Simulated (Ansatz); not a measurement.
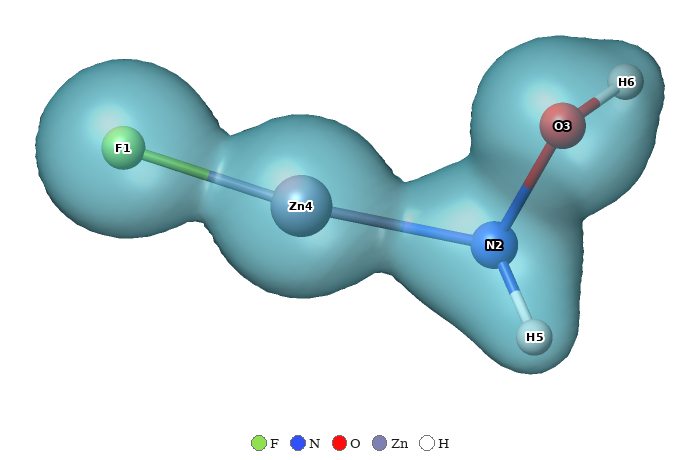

The picture shows: FH₂NOZn (SMILES O[NH][Zn][F]). Isosurface of the total electron density at 0.6 e/Å³ (cyan), seen across its widest extent.

Geometry: B3LYP/6-31G*.

The calculation used isolated molecule in a Gaussian basis; Kohn-Sham density functional theory, functional PBE0 (Ansatz).

```yaml
atoms:
  - { symbol: F, position_ang: [-1.3130, 0.5881, -2.9286] }
  - { symbol: N, position_ang: [0.0016, -0.5620, 0.1292] }
  - { symbol: O, position_ang: [1.4267, -0.2530, -0.0557] }
  - { symbol: Zn, position_ang: [-0.7265, 0.1413, -1.3801] }
  - { symbol: H, position_ang: [-0.2333, -0.1122, 1.0144] }
  - { symbol: H, position_ang: [1.8343, -1.1317, 0.0186] }
```

Q: Which contacts does the surface bridge?

A: At this value the surface is in one piece. It bridges the sampled N–O (1.47 Å), Zn–F (1.72 Å), Zn–N (1.82 Å) and O–H (0.97 Å) contacts, where the density stays above the isovalue. On the grid the lowest density along these lines, outside the cores, is 1.8 e/Å³ (N–O, 1.47 Å), 0.96 e/Å³ (Zn–F, 1.72 Å), 0.94 e/Å³ (Zn–N, 1.82 Å) and 2.4 e/Å³ (O–H, 0.97 Å).
